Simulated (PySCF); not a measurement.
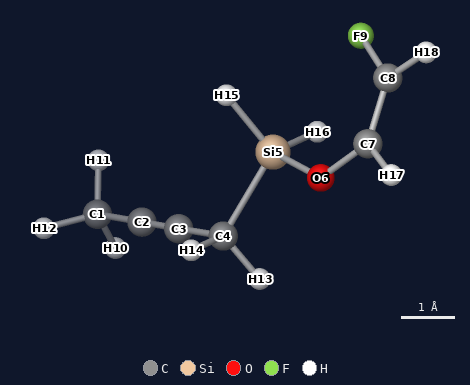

**Figure 1.** The input geometry (ball-and-stick view, seen at a tilt; atoms are numbered from 1 in the order of the input).

## NMR shielding calculation of C$_{6}$H$_{9}$FOSi

C$_{6}$H$_{9}$FOSi, computed with GIAO PBE0/pcSseg-1 NMR shielding, non-relativistic, gas phase (PySCF 2.14.0).

The geometry comes from this level: GFN2-xTB. It belongs to a series of runs on one base structure; here: H on C replaced by propynyl. Figures and captions count atoms from 1; the log counts them from 0 in places.

Input file
```
{"job": {"kind": "nmr", "xc": "PBE0", "basis": "pcSseg-1"}, "charge": 0, "multiplicity": 1}
C      4.239083    -0.544697     0.106954
C      2.940920    -0.124162    -0.380674
C      1.869211     0.227058    -0.786193
C      0.572285     0.638901    -1.265470
Si    -0.813785    -0.005296    -0.134259
O     -2.125331     0.540598    -0.968636
C     -3.427761     0.424861    -0.715367
C     -3.995062    -0.178757     0.317387
F     -3.271051    -0.779698     1.286597
H      4.700112    -1.235262    -0.599400
H      4.131304    -1.046225     1.068842
H      4.892746     0.318882     0.231291
H      0.435679     0.265184    -2.283414
H      0.545365     1.730334    -1.316315
H     -0.760527     0.598605     1.196032
H     -0.825070    -1.464661    -0.055301
H     -4.060748     0.889456    -1.461119
H     -5.056130    -0.248803     0.482628
```

The first line tells a small driver script what to run in PySCF; the rest is the geometry in Å.

Launched with:
```bash
OMP_NUM_THREADS=1 python <driver script> task.json out
```

Output
```
coarse grid: 15896 points
cycle   1  E = -697.7394845810  dE =  1.270e+00  |g| = 7.497e-01  |ddm| = 4.282e+00
cycle   2  E = -697.6349762177  dE =  1.045e-01  |g| = 1.076e+00  |ddm| = 1.612e+00
cycle   3  E = -697.8398288257  dE = -2.049e-01  |g| = 1.701e-01  |ddm| = 1.001e+00
cycle   4  E = -697.8456136633  dE = -5.785e-03  |g| = 5.788e-02  |ddm| = 2.001e-01
cycle   5  E = -697.8462724172  dE = -6.588e-04  |g| = 2.086e-02  |ddm| = 6.281e-02
cycle   6  E = -697.8463591490  dE = -8.673e-05  |g| = 5.356e-03  |ddm| = 2.167e-02
cycle   7  E = -697.8463646237  dE = -5.475e-06  |g| = 2.326e-03  |ddm| = 5.693e-03
final grid: 150336 points
cycle   8  E = -697.9172565511  dE = -2.828e-05  |g| = 1.129e-02  |ddm| = 4.162e-02
cycle   9  E = -697.9172127404  dE =  4.381e-05  |g| = 1.839e-02  |ddm| = 2.111e-02
cycle  10  E = -697.9172817316  dE = -6.899e-05  |g| = 2.824e-03  |ddm| = 1.407e-02
cycle  11  E = -697.9172836324  dE = -1.901e-06  |g| = 5.571e-04  |ddm| = 2.442e-03
cycle  12  E = -697.9172836915  dE = -5.911e-08  |g| = 1.880e-04  |ddm| = 5.638e-04
cycle  13  E = -697.9172836983  dE = -6.871e-09  |g| = 6.847e-05  |ddm| = 1.798e-04
cycle  14  E = -697.9172836993  dE = -9.672e-10  |g| = 1.692e-05  |ddm| = 6.617e-05
```

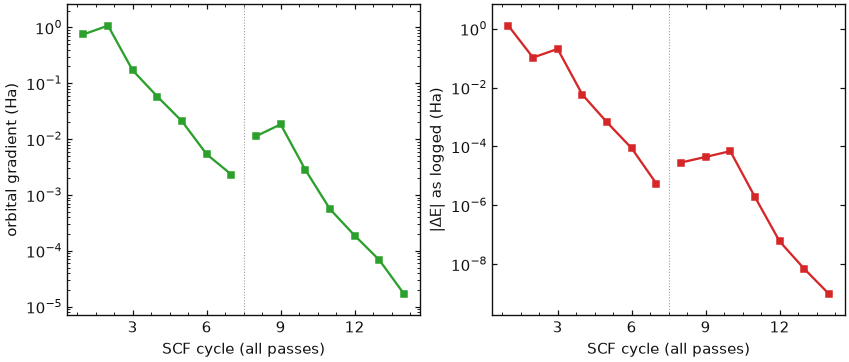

**Figure 2.** Convergence of the self-consistent field: orbital gradient and size of the energy change against the SCF cycle. The dotted line marks the change from a coarse to the final integration grid. The first 7 cycles use a coarse grid, the final grid takes over at cycle 8, and the field converges after 14 cycles in all.

```
converged SCF energy = -697.9172836993

GIAO shielding tensors (ppm)
atom      isotropic    diamagn.    paramagn.     s11        s22        s33       span
  0 C      182.057     253.690     -71.633    174.636    174.715    196.819     22.184
  1 C      106.080     269.395    -163.316     19.861     22.172    276.205    256.344
  2 C      108.741     262.224    -153.483     24.025     25.471    276.726    252.701
  3 C      180.784     258.573     -77.789    164.117    176.169    202.065     37.948
  4 Si     365.826     882.552    -516.726    341.251    346.514    409.712     68.461
  5 O      250.617     400.752    -150.136    162.327    243.458    346.065    183.738
  6 C       52.732     244.164    -191.432    -35.996     83.815    110.377    146.373
  7 C       43.040     244.950    -201.910    -37.976     83.082     84.013    121.989
  8 F      359.425     479.719    -120.294    284.033    345.168    449.074    165.041
  9 H       29.799      27.137       2.662     24.635     28.017     36.746     12.111
 10 H       29.805      32.087      -2.281     24.368     28.454     36.595     12.227
 11 H       29.795      27.027       2.768     24.593     27.995     36.796     12.203
 12 H       29.660      30.708      -1.048     24.067     29.241     35.674     11.607
 13 H       29.627      31.129      -1.501     24.107     29.186     35.588     11.481
 14 H       26.573      32.749      -6.176     22.826     26.671     30.223      7.397
 15 H       26.592      32.623      -6.031     22.845     26.773     30.160      7.315
 16 H       25.902      26.322      -0.420     22.663     25.716     29.328      6.665
 17 H       25.141      25.681      -0.541     22.953     25.036     27.433      4.480
```

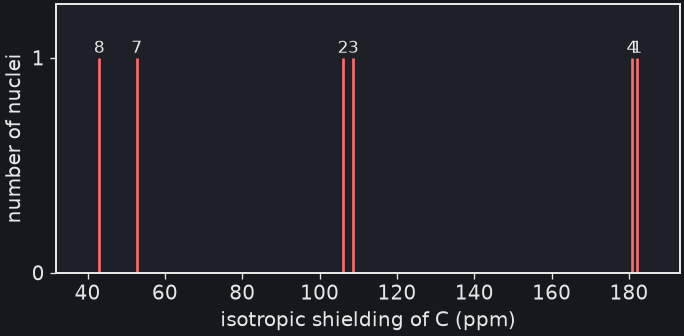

**Figure 3.** Isotropic shieldings of the carbon nuclei in this fixed geometry, labelled by atom number; shielding grows to the right, so chemical shift grows to the left. The least shielded is C8 (43.0 ppm), the most shielded C1 (182.1 ppm).

Summary

- outcome: converged
- total energy: −697.917284 hartree
- HOMO: −6.87 eV
- LUMO: 0.68 eV
- dipole moment: 0.78 D
- isotropic shielding, C: 43.0 to 182.1 ppm
- isotropic shielding, Si: 365.8 ppm
- isotropic shielding, O: 250.6 ppm
- isotropic shielding, F: 359.4 ppm
- isotropic shielding, H: 25.1 to 29.8 ppm
- hardware: 1 CPU thread, shared host
- wall time: 57 s
- peak memory: 0.91 GiB
